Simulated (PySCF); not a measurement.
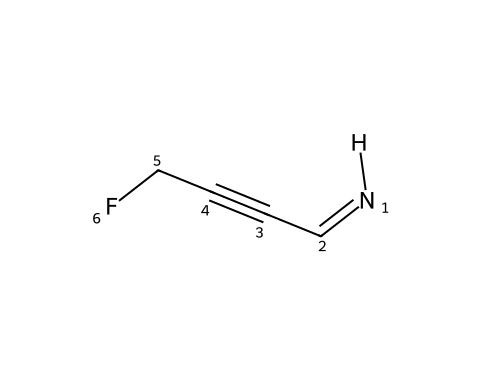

Skeletal drawing with numbered atoms; wedges and dashes mark any stereocentres. The configuration is that of a computed structure (PBE0-D3(BJ)/def2-SVP).

**Give the R/S and E/Z labels.**

N1=C2: Z.

**Give a SMILES with the stereochemistry.**

[H]/N=C\C#CCF
